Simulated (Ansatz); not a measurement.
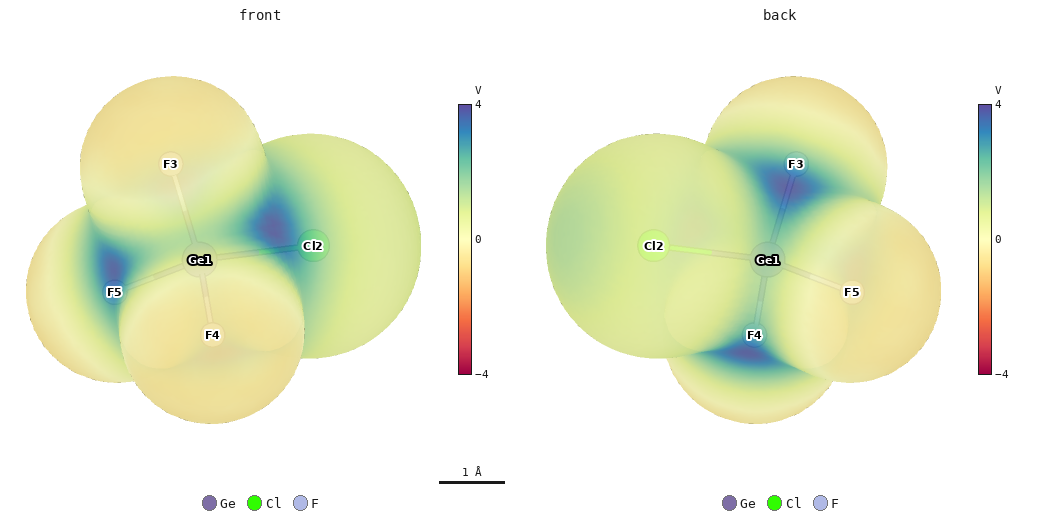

ClF₃Ge. The molecular electrostatic potential painted on the density surface at 0.004 e/bohr³, seen from the front and from behind; red is negative and blue positive.

Geometry: PBE-D4/def2-SVP.

Method: RKS PBE0-D4/def2-TZVP (Ansatz 0.2.0).

```csv
atom,x (Å),y (Å),z (Å)
Ge,-0.0003,0.0005,-0.0491
Cl,0.0130,-0.0190,2.0709
F,1.6048,0.0107,-0.6840
F,-0.8126,1.3973,-0.6561
F,-0.8049,-1.3894,-0.6817
```

**Describe the electrostatic potential map.**

The most negative region (about −0.5 V) lies over F3, F4 and F5, the most positive (about +3.7 V) over Ge1. Cl2 shows a σ-hole: about +1.4 V at the tip opposite its bond, against about +0.5 V on its flanks.
